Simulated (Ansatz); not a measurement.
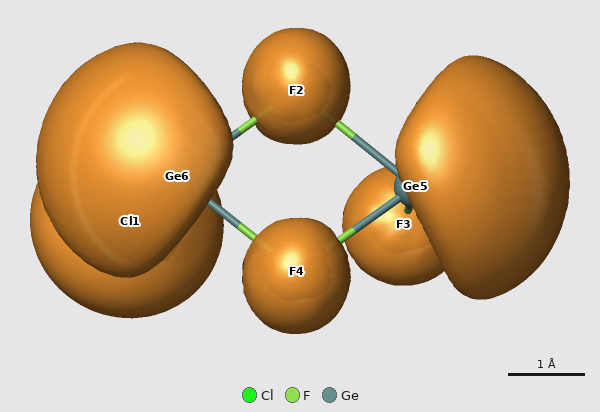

Figure. ClF₃Ge₂ (SMILES [F][Ge-]1[F+][Ge-]([Cl])[F+]1). Isosurface of the electron localisation function at 0.75 (orange), seen from one side. Only the valence region is drawn (cores and ρ < 0.01 e/Å³ removed).

Geometry: PBE-D3(BJ)/def2-SVP.

These are results of isolated molecule in a Gaussian basis; Kohn-Sham density functional theory, functional PBE0 (Ansatz), not measurements.

The calculation's input:

```
crystal:
  periodic: [false, false, false]
  atoms:
    - {symbol: Cl, position_ang: [-1.955262, 0.308855, -4.323762]}
    - {symbol: F, position_ang: [-1.434238, 3.178898, -3.137691]}
    - {symbol: F, position_ang: [0.752173, 1.670195, -2.379532]}
    - {symbol: F, position_ang: [-1.821174, 1.462240, -1.396776]}
    - {symbol: Ge, position_ang: [-0.309479, 2.784076, -1.517186]}
    - {symbol: Ge, position_ang: [-2.924272, 1.823902, -3.045148]}
basis:
  gaussian: {orbitals: def2-SVPD}
hamiltonian: {xc: pbe0}
output: {forces: true, orbitals: {seedname: orbitals}}
```

Command:

```sh
ansatz run input.yaml --threads 2 --pin off --max-ram 4350MiB --events-out events.jsonl --progress --plain --runs-dir runs
```

Q: Describe the localisation domains.

A: The surface consists of two lobes on Ge, pointing away from the bonds (lone pairs), one region wrapped around Cl (its valence shell) and three regions wrapped around F (the valence shell of each).

Values along the shortest contacts:
Ge–F (1.76 Å): the ELF peaks at about 0.80 in the valence shell of F, 0.5 Å from its nucleus, and is about 0.20 at the midpoint. Ge–Cl (2.21 Å): the ELF peaks at about 0.85 in the valence shell of Cl, 0.8 Å from its nucleus, and is about 0.60 at the midpoint.
